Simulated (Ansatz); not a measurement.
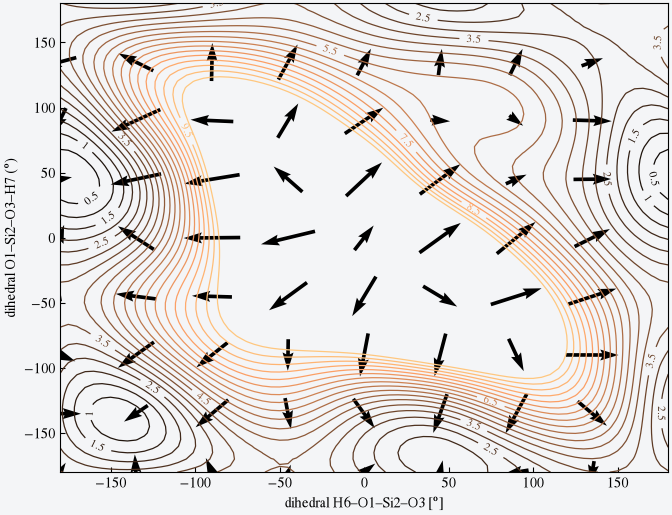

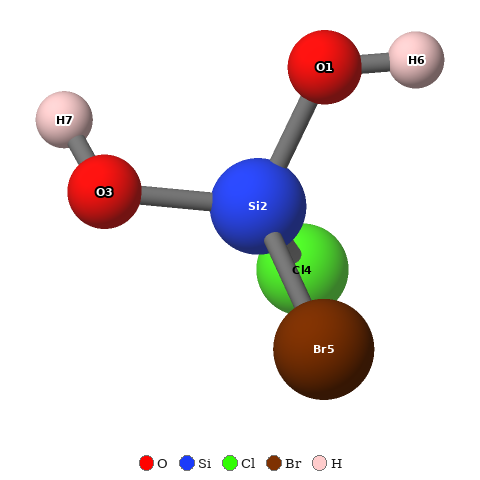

Energy landscape of BrClH₂O₂Si, SMILES O[Si](O)(Cl)Br. First axis: dihedral H6–O1–Si2–O3. Second axis: dihedral O1–Si2–O3–H7. Nothing is relaxed (all other coordinates rigid). Grid: 8 × 8 points. Points are written as (first, second). Energies are in kJ/mol, from the relaxed molecule at the same level. All numbers below come from Ansatz 0.2.0, RKS wB97X-V/def2-SVP.

In the figure: contour lines labelled in kJ/mol (none above 10), arrows along the force (downhill), their lengths compressed. Between grid points the surface is interpolated. The second picture is the structure at the lowest point.

Summarise what can be read from the map.

The lowest grid point is at (−180°, 45°), 0.15 kJ/mol from the relaxed molecule at the same level. Higher local minima lie near (−135°, −135°) (0.6 kJ/mol above the lowest at that grid point); (45°, −180°) (1.6 kJ/mol above the lowest at that grid point). The highest grid point, (0°, 0°), lies 21.3 kJ/mol above the lowest. On the interpolated surface the easiest way out of the lowest well to the well at about (45°, −170°) passes a barrier of about 2.9 kJ/mol. Round the minimum the valley is somewhat tilted: raising dihedral H6–O1–Si2–O3 shifts the best value of dihedral O1–Si2–O3–H7 downwards (coupling k₁₂/√(k₁₁k₂₂) about 0.2).

Time for the 64 points that were run: 11 min on 1 thread of Intel(R) Xeon(R) 6975P-C (Granite Rapids) (shared host).
